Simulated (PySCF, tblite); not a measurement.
# C₄H₅N: changes of charge, electronic excitations, EPR parameters, part 2 of 3

tblite 0.8.0 and PySCF 2.14.0. Atoms count from 0.

## Step 8: Optimising the geometry with GFN2-xTB

This step treats C₄H₅N+ (doublet), labelled `C[CH][CH+]C#N` (the label fixes atoms and charge, not where charge and spin sit).

Job settings and geometry (Å):

```
{"job": {"kind": "relax", "xc": "GFN2-xTB", "basis": "xTB"}, "charge": 1, "multiplicity": 2}
C     -1.358700     0.065700     0.686100
C     -0.172100    -0.385500    -0.051300
C      0.905400     0.377000    -0.334500
C      2.032800    -0.089000    -1.051100
N      2.972100    -0.489300    -1.582100
H     -2.288100    -0.099700     0.071700
H     -1.320100     1.145500     0.934600
H     -1.506900    -0.494200     1.626400
H     -0.119800    -1.456200    -0.324300
H      0.892800     1.442600    -0.059100
```

The log of the run:

```text
step      E/eV     max force
  0    -365.28938    2.059
  1    -365.34901    0.871
  2    -365.36861    0.467
  3    -365.38233    1.582
  4    -365.39218    0.887
  5    -365.39884    0.211
  6    -365.40123    0.108
  7    -365.40336    0.189
  8    -365.40407    0.110
  9    -365.40448    0.052
 10    -365.40472    0.062
 11    -365.40495    0.063
 12    -365.40523    0.057
 13    -365.40566    0.088
 14    -365.40660    0.150
 15    -365.40770    0.302
 16    -365.40950    0.213
 17    -365.41239    0.225
 18    -365.41546    0.138
 19    -365.41625    0.088
 20    -365.41674    0.064
 21    -365.41746    0.098
 22    -365.41785    0.078
 23    -365.41853    0.077
 24    -365.41909    0.109
 25    -365.41983    0.120
 26    -365.42056    0.103
 27    -365.42128    0.125
 28    -365.42199    0.117
 29    -365.42276    0.118
 30    -365.42347    0.100
 31    -365.42403    0.059
 32    -365.42443    0.059
 33    -365.42483    0.077
 34    -365.42545    0.106
 35    -365.42622    0.104
 36    -365.42676    0.084
 37    -365.42702    0.048
 38    -365.42713    0.028
 39    -365.42719    0.021
 40    -365.42725    0.031
 41    -365.42730    0.038
 42    -365.42732    0.016
 43    -365.42734    0.010
 44    -365.42735    0.025
 45    -365.42736    0.024
 46    -365.42738    0.023
 47    -365.42739    0.012
 48    -365.42740    0.015
 49    -365.42741    0.021
 50    -365.42742    0.020
 51    -365.42743    0.015
 52    -365.42744    0.012
 53    -365.42745    0.017
 54    -365.42746    0.023
 55    -365.42747    0.021
 56    -365.42748    0.011
 57    -365.42749    0.007
```

Run time: 0.18 s. Hardware: 1 thread of Arm Neoverse V2, shared host.

The steps of the relaxation: (not every step is listed)

| step | energy from step 0 (eV) | largest force (eV/Å) |
| --- | --- | --- |
| 0 | 0.0000 | 2.0590 |
| 1 | -0.0596 | 0.8710 |
| 2 | -0.0792 | 0.4672 |
| 3 | -0.0930 | 1.5819 |
| 4 | -0.1028 | 0.8867 |
| 5 | -0.1095 | 0.2112 |
| 6 | -0.1119 | 0.1076 |
| 7 | -0.1140 | 0.1893 |
| 8 | -0.1147 | 0.1100 |
| 12 | -0.1159 | 0.0572 |
| 16 | -0.1201 | 0.2129 |
| 20 | -0.1274 | 0.0642 |
| 24 | -0.1297 | 0.1091 |
| 28 | -0.1326 | 0.1174 |
| 32 | -0.1350 | 0.0586 |
| 36 | -0.1374 | 0.0841 |
| 40 | -0.1379 | 0.0308 |
| 44 | -0.1380 | 0.0248 |
| 48 | -0.1380 | 0.0152 |
| 52 | -0.1381 | 0.0116 |
| 53 | -0.1381 | 0.0173 |
| 54 | -0.1381 | 0.0227 |
| 55 | -0.1381 | 0.0214 |
| 56 | -0.1381 | 0.0111 |
| 57 | -0.1381 | 0.0071 |

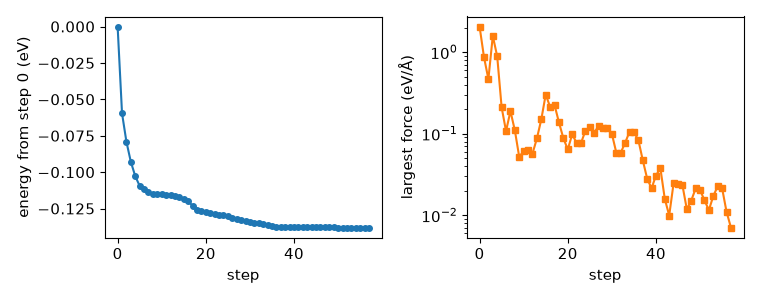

Energy and force, step by step.

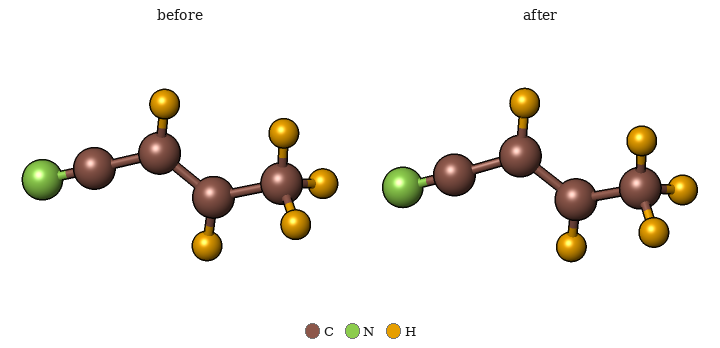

Before and after, at one scale.

Distances of close pairs at the start and the end, largest changes first:

| bond | before (Å) | after (Å) | change (Å) |
| --- | --- | --- | --- |
| C0–H5 | 1.126 | 1.101 | -0.025 |
| C0–C1 | 1.468 | 1.445 | -0.024 |
| C1–C2 | 1.350 | 1.372 | +0.022 |
| C0–H6 | 1.109 | 1.088 | -0.021 |
| C2–C3 | 1.415 | 1.397 | -0.018 |
| C1–H8 | 1.106 | 1.088 | -0.018 |
| C2–H9 | 1.101 | 1.088 | -0.012 |
| C3–N4 | 1.151 | 1.148 | -0.003 |

The end geometry stands in the next job.

## Step 9: Infrared spectrum with GFN2-xTB

Job settings and geometry (Å):

```
{"job": {"kind": "ir", "xc": "GFN2-xTB", "basis": "xTB"}, "charge": 1, "multiplicity": 2}
C     -1.362821     0.096691     0.638841
C     -0.147282    -0.399724     0.036424
C      0.925350     0.387921    -0.295952
C      1.956919    -0.047325    -1.131394
N      2.879760    -0.460478    -1.674239
H     -2.246580    -0.184986     0.045087
H     -1.366775     1.169047     0.821477
H     -1.553377    -0.473550     1.563538
H     -0.101358    -1.463649    -0.188896
H      1.053691     1.393029     0.101416
```

The log of the run:

```text
mode    cm-1     km/mol
  1     132.4      1.40
  2     163.2      5.97
  3     179.9     29.19
  4     363.4      4.54
  5     423.4     28.54
  6     506.0      3.31
  7     741.9      2.41
  8     795.6     42.80
  9     876.9     25.80
 10     916.0     15.07
 11    1029.9     34.60
 12    1169.6     26.25
 13    1184.4     24.34
 14    1218.0      0.96
 15    1238.6    698.37
 16    1268.3     53.76
 17    1389.5     46.01
 18    1456.5    111.81
 19    2283.3     85.39
 20    2831.9     84.84
 21    2902.7    214.43
 22    2988.5     12.59
 23    3001.0     38.44
 24    3053.8     14.29
ZPE 192.089  H(298)-E 210.286  G(298)-E 115.233 kJ/mol  S 318.81 J/(mol K)
```

Run time: 0.18 s. Hardware: 1 thread of Arm Neoverse V2, shared host.

The strongest bands and the atoms that carry them (share of the mass-weighted mode):

| cm⁻¹ | km/mol | atoms |
| --- | --- | --- |
| 796 | 42.8 | H8 40 %, H9 28 %, H5 11 % |
| 1239 | 698.4 | H5 46 %, H7 40 % |
| 1268 | 53.8 | H6 53 %, H7 17 %, H5 11 % |
| 1390 | 46.0 | H6 31 %, C2 20 %, H7 17 %, H5 12 % |
| 1456 | 111.8 | C1 37 %, C2 23 %, H6 12 %, H5 11 % |
| 2283 | 85.4 | C3 60 %, N4 40 % |
| 2832 | 84.8 | H7 63 %, H5 29 % |
| 2903 | 214.4 | H5 64 %, H7 30 % |

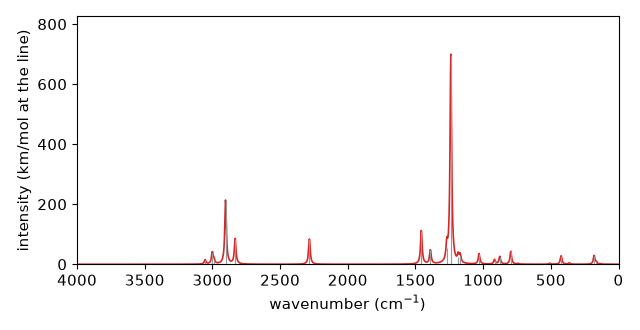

The infrared spectrum from these modes, unscaled. Lines are broadened to a width of 14 cm⁻¹ (Lorentzian).

## Step 10: Relaxing the molecule at PBE0-D3(BJ)/def2-SVP

This step treats C₄H₅N+ (doublet), labelled `C[CH][CH+]C#N` (the label fixes atoms and charge, not where charge and spin sit).

The job, as its differences from that of step 9:

```diff
@@ -1,2 +1,2 @@
-{"job": {"kind": "ir", "xc": "GFN2-xTB", "basis": "xTB"}, "charge": 1, "multiplicity": 2}
+{"job": {"xc": "PBE0", "basis": "def2-SVP", "d3": "d3bj", "grid": 1, "kind": "geom"}, "charge": 1, "multiplicity": 2}
 C     -1.362821     0.096691     0.638841
```

The log of the run:

```text
step   0  E = -209.37894742  max force = 0.048342
step   1  E = -209.38394526  max force = 0.019256
step   2  E = -209.38476846  max force = 0.003028
step   3  E = -209.38483062  max force = 0.000848
step   4  E = -209.38483914  max force = 0.000381
optimisation converged
```

Run time: 19 s. Hardware: 1 thread of Arm Neoverse V2, shared host; peak memory 0.39 GiB.

Step by step:

| step | energy from step 0 (eV) | largest force component (eV/Å) |
| --- | --- | --- |
| 0 | 0.0000 | 2.4858 |
| 1 | -0.1360 | 0.9902 |
| 2 | -0.1584 | 0.1557 |
| 3 | -0.1601 | 0.0436 |
| 4 | -0.1603 | 0.0196 |

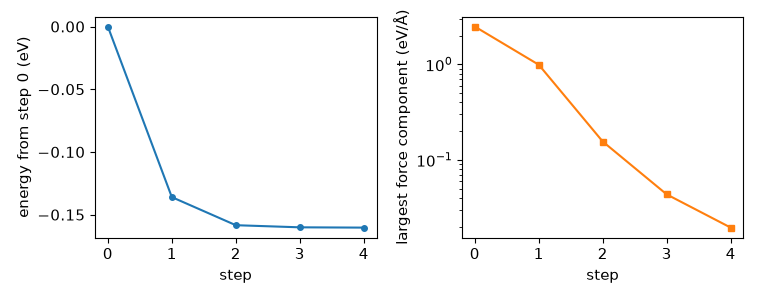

Energy and largest force along the relaxation.

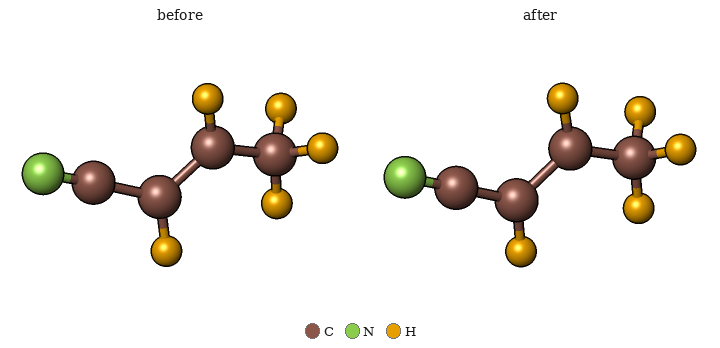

The geometry before (left) and after (right).

Close pairs (by a distance rule), those that changed most:

| bond | before (Å) | after (Å) | change (Å) |
| --- | --- | --- | --- |
| C1–C2 | 1.372 | 1.410 | +0.039 |
| C3–N4 | 1.148 | 1.176 | +0.028 |
| C0–H7 | 1.103 | 1.114 | +0.011 |
| C0–H5 | 1.101 | 1.113 | +0.011 |
| C1–H8 | 1.088 | 1.099 | +0.011 |
| C2–H9 | 1.088 | 1.098 | +0.010 |
| C2–C3 | 1.397 | 1.388 | -0.008 |
| C0–H6 | 1.088 | 1.096 | +0.008 |

The final coordinates are the input of the step that follows.

| at the end point | value |
| --- | --- |
| point group (found at 0.08 Å tolerance) | Cs |
| rotational constants (GHz, main isotopes) | 35.483, 2.327, 2.212 |
| ⟨S²⟩ | 0.768 |

## Step 11: Harmonic vibrations (C4H5N+ (doublet), C[CH][CH+]C#N): PBE0-D3(BJ)/def2-SVP

Job settings and geometry (Å):

```
{"job": {"xc": "PBE0", "basis": "def2-SVP", "d3": "d3bj", "grid": 2, "kind": "hessian"}, "charge": 1, "multiplicity": 2}
C     -1.363554     0.112348     0.650539
C     -0.184492    -0.374585    -0.021181
C      0.936205     0.424951    -0.328236
C      2.039224    -0.109255    -0.980796
N      2.971249    -0.557971    -1.539183
H     -2.259221    -0.157970     0.048315
H     -1.357221     1.179166     0.901796
H     -1.527883    -0.509273     1.560759
H     -0.144999    -1.433573    -0.313434
H      0.961701     1.490229    -0.061406
```

The log of the run:

```text
coarse grid: 8512 points
cycle   1  E = -209.2920101086  dE =  8.301e-01  |g| = 3.190e-01  |ddm| = 2.383e+00
cycle   2  E = -209.0510210536  dE =  2.410e-01  |g| = 7.562e-01  |ddm| = 9.537e-01
cycle   3  E = -209.3542739043  dE = -3.033e-01  |g| = 5.881e-02  |ddm| = 6.388e-01
cycle   4  E = -209.3556058622  dE = -1.332e-03  |g| = 4.153e-02  |ddm| = 9.064e-02
cycle   5  E = -209.3566178704  dE = -1.012e-03  |g| = 8.744e-03  |ddm| = 4.389e-02
cycle   6  E = -209.3567300159  dE = -1.121e-04  |g| = 5.086e-03  |ddm| = 1.581e-02
cycle   7  E = -209.3567968691  dE = -6.685e-05  |g| = 3.498e-03  |ddm| = 1.453e-02
cycle   8  E = -209.3568180668  dE = -2.120e-05  |g| = 1.231e-03  |ddm| = 8.746e-03
cycle   9  E = -209.3568212804  dE = -3.214e-06  |g| = 5.112e-04  |ddm| = 3.665e-03
final grid: 82688 points
cycle  10  E = -209.3848683681  dE = -1.756e-05  |g| = 3.350e-03  |ddm| = 2.025e-02
cycle  11  E = -209.3848689599  dE = -5.917e-07  |g| = 3.360e-03  |ddm| = 6.440e-03
cycle  12  E = -209.3848746256  dE = -5.666e-06  |g| = 7.278e-04  |ddm| = 3.209e-03
cycle  13  E = -209.3848748898  dE = -2.642e-07  |g| = 2.754e-04  |ddm| = 7.545e-04
cycle  14  E = -209.3848749405  dE = -5.070e-08  |g| = 1.710e-04  |ddm| = 3.428e-04
cycle  15  E = -209.3848749858  dE = -4.530e-08  |g| = 6.362e-05  |ddm| = 3.689e-04
cycle  16  E = -209.3848749969  dE = -1.110e-08  |g| = 3.379e-05  |ddm| = 2.090e-04
cycle  17  E = -209.3848749994  dE = -2.479e-09  |g| = 1.359e-05  |ddm| = 1.121e-04
cycle  18  E = -209.3848749997  dE = -3.050e-10  |g| = 3.936e-06  |ddm| = 3.742e-05
cycle  19  E = -209.3848749998  dE = -3.075e-11  |g| = 9.542e-07  |ddm| = 1.230e-05
converged SCF energy = -209.3848749998

mode    cm-1
  1     121.4
  2     136.6
  3     165.1
  4     388.7
  5     399.8
  6     552.2
  7     756.6
  8     832.8
  9     888.6
 10    1004.4
 11    1096.1
 12    1193.4
 13    1241.6
 14    1281.7
 15    1310.6
 16    1359.2
 17    1436.3
 18    1600.2
 19    2205.7
 20    2972.8
 21    3013.8
 22    3182.9
 23    3189.2
 24    3210.7
ZPE 200.617  H(298)-E 218.801  G(298)-E 123.328 kJ/mol  S 320.22 J/(mol K)
```

Wall time 3 min (1 thread of Arm Neoverse V2, shared host); peak memory 1.6 GiB.

Zero-point energy 200.62 kJ/mol (xTB gave 192.09).

## Step 12: Single point (C₄H₅N): wB97X-D3(BJ)/ma-def2-TZVP

Geometry: PBE0-D3(BJ)/def2-SVP, that of another charge or spin state.

The job, as its differences from that of step 11:

```diff
@@ -1,2 +1,2 @@
-{"job": {"xc": "PBE0", "basis": "def2-SVP", "d3": "d3bj", "grid": 2, "kind": "hessian"}, "charge": 1, "multiplicity": 2}
+{"job": {"kind": "sp", "xc": "wB97X", "basis": "ma-def2-TZVP", "d3": "d3bj", "grid": 2}, "charge": 0, "multiplicity": 1}
 C     -1.363554     0.112348     0.650539
```

The log of the run:

```text
coarse grid: 8512 points
cycle   1  E = -210.2533108860  dE =  6.440e-01  |g| = 4.924e-01  |ddm| = 2.605e+00
cycle   2  E = -210.1988499102  dE =  5.446e-02  |g| = 7.714e-01  |ddm| = 1.015e+00
cycle   3  E = -210.3234144461  dE = -1.246e-01  |g| = 4.259e-02  |ddm| = 4.719e-01
cycle   4  E = -210.3239422884  dE = -5.278e-04  |g| = 2.846e-02  |ddm| = 1.127e-01
cycle   5  E = -210.3241475208  dE = -2.052e-04  |g| = 8.827e-03  |ddm| = 2.844e-02
cycle   6  E = -210.3241719919  dE = -2.447e-05  |g| = 1.700e-03  |ddm| = 1.593e-02
cycle   7  E = -210.3241735152  dE = -1.523e-06  |g| = 7.127e-04  |ddm| = 4.589e-03
final grid: 82688 points
cycle   8  E = -210.3079858960  dE = -3.283e-05  |g| = 2.266e-03  |ddm| = 9.551e-02
cycle   9  E = -210.3079866456  dE = -7.496e-07  |g| = 1.584e-03  |ddm| = 9.250e-03
cycle  10  E = -210.3079872017  dE = -5.561e-07  |g| = 4.422e-04  |ddm| = 1.723e-03
cycle  11  E = -210.3079872385  dE = -3.674e-08  |g| = 2.627e-04  |ddm| = 7.336e-04
cycle  12  E = -210.3079872520  dE = -1.353e-08  |g| = 6.630e-05  |ddm| = 2.878e-04
cycle  13  E = -210.3079872531  dE = -1.091e-09  |g| = 1.768e-05  |ddm| = 7.583e-05
converged SCF energy = -210.3079872531
```

Wall time 7.1 s (1 thread of Arm Neoverse V2, shared host); peak memory 0.66 GiB.

## Step 13: Single point (C4H5N+ (doublet), C[CH][CH+]C#N): wB97X-D3(BJ)/ma-def2-TZVP

Geometry: PBE0-D3(BJ)/def2-SVP.

The job, as its differences from that of step 12:

```diff
@@ -1,2 +1,2 @@
-{"job": {"kind": "sp", "xc": "wB97X", "basis": "ma-def2-TZVP", "d3": "d3bj", "grid": 2}, "charge": 0, "multiplicity": 1}
+{"job": {"kind": "sp", "xc": "wB97X", "basis": "ma-def2-TZVP", "d3": "d3bj", "grid": 2}, "charge": 1, "multiplicity": 2}
 C     -1.363554     0.112348     0.650539
```

The log of the run:

```text
final grid: 82688 points
cycle   1  E = -209.9400145357  dE = -2.722e-02  |g| = 1.332e-01  |ddm| = 4.706e-01
cycle   2  E = -209.9451666928  dE = -5.152e-03  |g| = 9.285e-02  |ddm| = 2.104e-01
cycle   3  E = -209.9492879998  dE = -4.121e-03  |g| = 2.709e-02  |ddm| = 8.462e-02
cycle   4  E = -209.9496762862  dE = -3.883e-04  |g| = 1.081e-02  |ddm| = 2.382e-02
cycle   5  E = -209.9498357100  dE = -1.594e-04  |g| = 5.924e-03  |ddm| = 1.512e-02
cycle   6  E = -209.9499248157  dE = -8.911e-05  |g| = 2.243e-03  |ddm| = 1.438e-02
cycle   7  E = -209.9499471285  dE = -2.231e-05  |g| = 1.166e-03  |ddm| = 7.717e-03
cycle   8  E = -209.9499524068  dE = -5.278e-06  |g| = 6.793e-04  |ddm| = 3.135e-03
cycle   9  E = -209.9499544839  dE = -2.077e-06  |g| = 2.740e-04  |ddm| = 2.411e-03
cycle  10  E = -209.9499547749  dE = -2.910e-07  |g| = 7.688e-05  |ddm| = 1.148e-03
cycle  11  E = -209.9499547941  dE = -1.917e-08  |g| = 4.099e-05  |ddm| = 2.495e-04
cycle  12  E = -209.9499547983  dE = -4.177e-09  |g| = 1.400e-05  |ddm| = 1.328e-04
converged SCF energy = -209.9499547983
```

Wall time 18 s (1 thread of Arm Neoverse V2, shared host); peak memory 0.77 GiB.

## Step 14: Single point (C4H5N): wB97X-D3(BJ)/ma-def2-TZVP in dichloromethane

Geometry: PBE0-D3(BJ)/def2-SVP.

Job settings and geometry (Å):

```
{"job": {"kind": "sp", "xc": "wB97X", "basis": "ma-def2-TZVP", "d3": "d3bj", "grid": 2, "solvent": "dichloromethane"}, "charge": 0, "multiplicity": 1}
C     -1.374908     0.071818     0.691387
C     -0.161394    -0.394123    -0.028263
C      0.887952     0.384596    -0.337708
C      2.035315    -0.103602    -1.030482
N      2.975298    -0.485475    -1.593485
H     -2.277089    -0.097948     0.080462
H     -1.320510     1.139690     0.945571
H     -1.518313    -0.503176     1.621377
H     -0.128793    -1.449394    -0.323062
H      0.902203     1.445283    -0.064440
```

The log of the run:

```text
final grid: 82688 points
cycle   1  E = -210.3279096942  dE = -1.148e-03  |g| = 4.785e-02  |ddm| = 1.909e-01
cycle   2  E = -210.3277526358  dE =  1.571e-04  |g| = 5.867e-02  |ddm| = 1.072e-01
cycle   3  E = -210.3284513498  dE = -6.987e-04  |g| = 6.377e-03  |ddm| = 3.255e-02
cycle   4  E = -210.3284719131  dE = -2.056e-05  |g| = 3.544e-03  |ddm| = 2.793e-02
cycle   5  E = -210.3284762983  dE = -4.385e-06  |g| = 4.517e-04  |ddm| = 1.081e-02
cycle   6  E = -210.3284765427  dE = -2.444e-07  |g| = 2.477e-04  |ddm| = 2.057e-03
cycle   7  E = -210.3284765876  dE = -4.491e-08  |g| = 6.347e-05  |ddm| = 7.839e-04
cycle   8  E = -210.3284765912  dE = -3.534e-09  |g| = 1.854e-05  |ddm| = 3.333e-04
converged SCF energy = -210.3284765912
```

Wall time 7.2 s (1 thread of Arm Neoverse V2, shared host); peak memory 0.77 GiB.

(Part 2 of 3 ends here.)
